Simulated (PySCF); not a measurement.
H₇BSi₂, SMILES B[SiH2][SiH3], singlet, PBE0/def2-SVP optimised geometry. Atoms within 1.6 Å of the plane z = 1.0 Å (x, y, z in Å): B1 (1.72, -1.18, 0.00), Si2 (-0.28, -1.18, 0.00), Si3 (-0.85, 1.11, 0.00), H5 (2.34, -1.13, 1.04), H7 (-0.91, -1.79, 1.22), H8 (-2.34, 1.26, 0.00), H9 (-0.30, 1.79, 1.21).

Calculation: PBE0/def2-TZVP (PySCF).

Map of the electrostatic potential (hartree/e), clipped to [-0.08, 0.12] on the plane z = 1.0 Å:

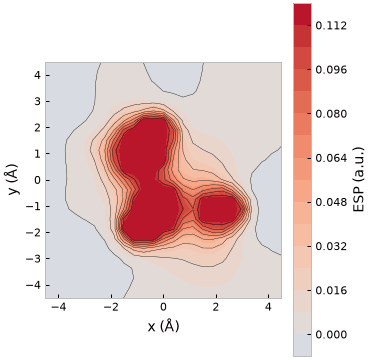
*Electrostatic potential (hartree/e), clipped to [-0.08, 0.12] on the plane z = 1.0 Å.*
